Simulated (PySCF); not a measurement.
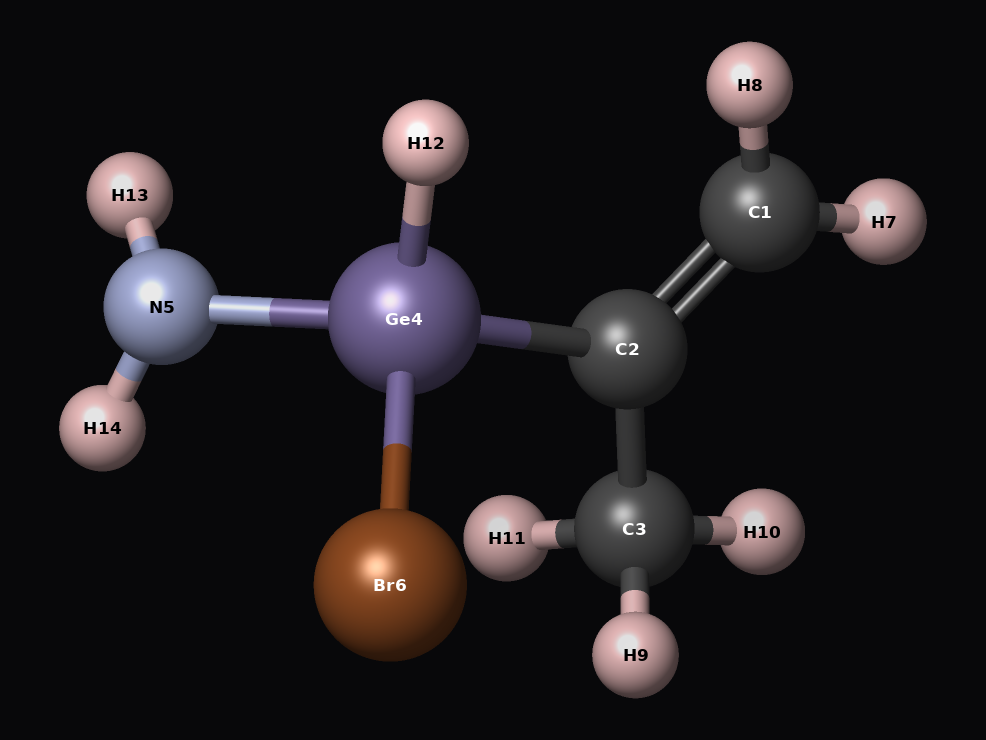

The geometry was computed by an optimisation with GFN2-xTB. No frequency run is at hand to confirm it as a minimum. Level of theory: B3LYP/pcJ-1 (pcSseg-1 on Br) (pcSseg-1 on Ge) indirect spin-spin coupling, non-relativistic, gas phase (PySCF 2.14.0). Isotopes: 13C, 1H, 15N.

Give the spin–spin coupling constants of these pairs, with the number of bonds between them: N5/H13, N5/H14, C2/N5, N5/H12.

| pair | bonds apart | J (Hz) |
| --- | --- | --- |
| N5, H13 | 1 | −74.0 |
| N5, H14 | 1 | −76.6 |
| C2, N5 | 2 | 1.0 |
| N5, H12 | 2 | −15.1 |

The geometry is semi-empirical. Around Br, Ge such bond lengths and angles can be off by a tenth of an ångström or more and by several degrees, and values that hang on the shape move with them.
